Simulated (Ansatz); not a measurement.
# CH₅BS: what the fields show

Input

```
crystal:
  periodic: [false, false, false]
  atoms:
    - { symbol: C, position_ang: [-0.5866, 0.7058, -0.2726] }
    - { symbol: B, position_ang: [0.6886, -0.0854, -0.0417] }
    - { symbol: S, position_ang: [0.781, -1.252, 1.4134] }
    - { symbol: H, position_ang: [-1.4142, 0.0661, -0.4273] }
    - { symbol: H, position_ang: [-0.5181, 1.3713, -1.2096] }
    - { symbol: H, position_ang: [-0.8294, 1.4188, 0.5905] }
    - { symbol: H, position_ang: [1.6324, 0.0286, -0.7784] }
    - { symbol: H, position_ang: [0.3385, -2.3103, 0.67] }
basis:
  gaussian: { orbitals: "6-31G" }
hamiltonian:
  xc: pbe
relax:
  f_tol: 0.015
  max_steps: 40
output:
  orbitals: {}
```

Launched as:

```sh
ansatz run input.yaml --threads 1 --pin off --max-ram 2048MiB --backend cpu --events-out ev --progress --plain --runs-dir out
```

The fields are those of the run's last geometry, not of the input's.

All numbers below come from RKS PBE/6-31G in Ansatz.

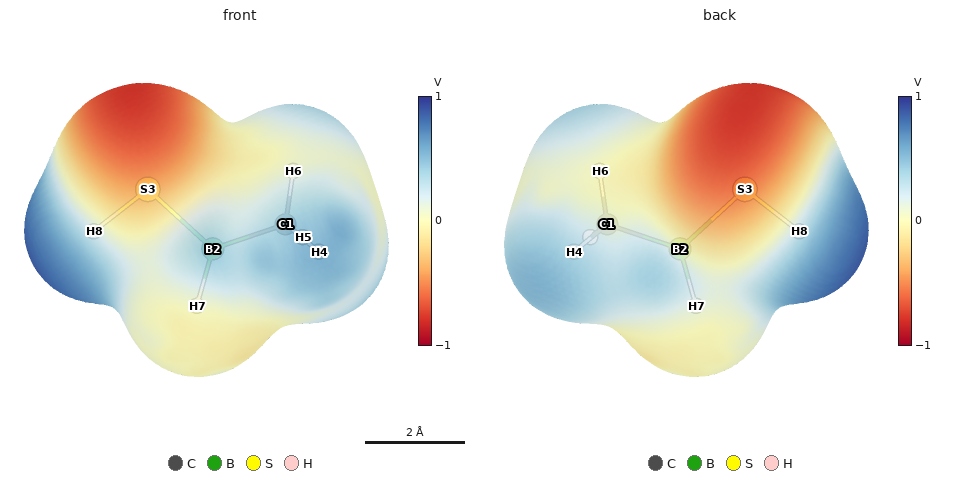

Figure 1. The molecular electrostatic potential painted on the density surface at 0.001 e/bohr³, seen from the front and from behind; red is negative and blue positive.

> Describe the electrostatic potential map.

The most negative region (about −0.8 V) lies over S3, the most positive (about +0.9 V) over H8.

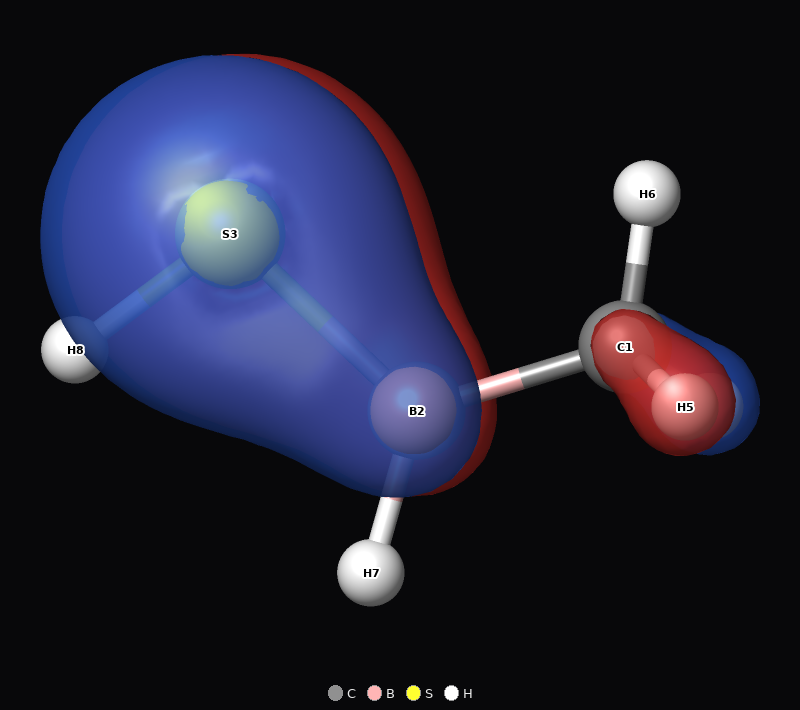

Figure 2. The HOMO at ±0.1 Å⁻³ᐟ² (blue and red are the two phases), seen across its widest extent.

> Describe this orbital and give its energy.

It lies mainly on S3 (about 80 %) and B2 (about 15 %); largely a lone pair of S3. Its energy is −6.76 eV.

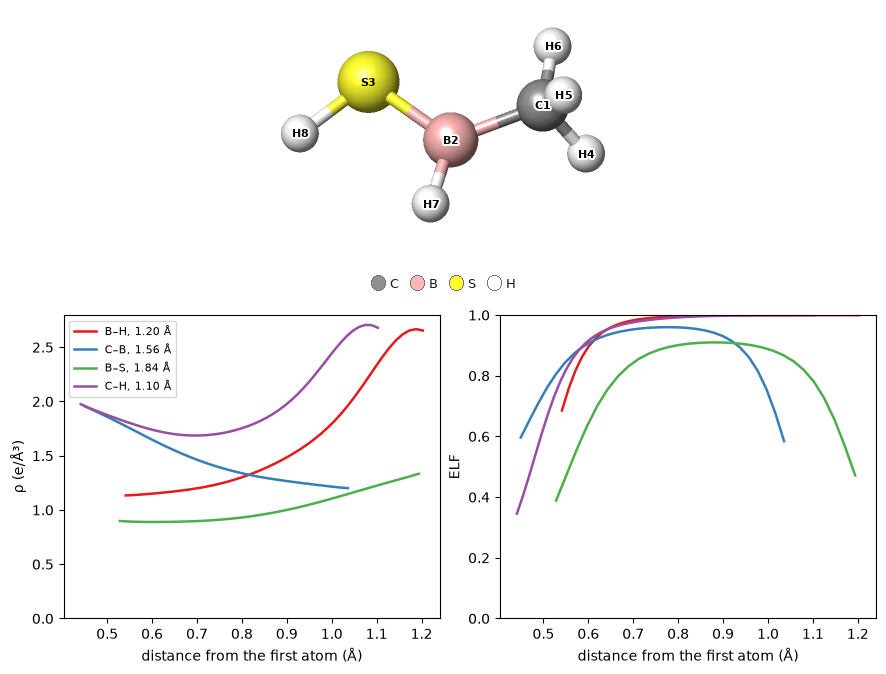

Figure 3. Total electron density and electron localisation function along straight lines between neighbouring atoms. The curves leave out the atomic cores. The structure is drawn too.

> Compare the contacts.

B–H (1.20 Å): the density is about 1.2 e/Å³ at the midpoint; the ELF climbs to about 1 towards the hydrogen, as it does in any bond to H: an ordinary covalent bond to hydrogen.
C–B (1.56 Å): the density is about 1.4 e/Å³ at the midpoint; the ELF peaks at about 0.95 between the atoms, as expected for a shared electron pair.
B–S (1.84 Å): ρ at the midpoint is about 1 e/Å³, with its minimum of 0.89 e/Å³ about 0.6 Å from B; the ELF peaks at about 0.90 between the atoms; localised, covalent bonding.
C–H (1.10 Å): ρ at the midpoint is about 1.8 e/Å³; the ELF climbs to about 1 towards the hydrogen: an ordinary covalent bond to hydrogen.
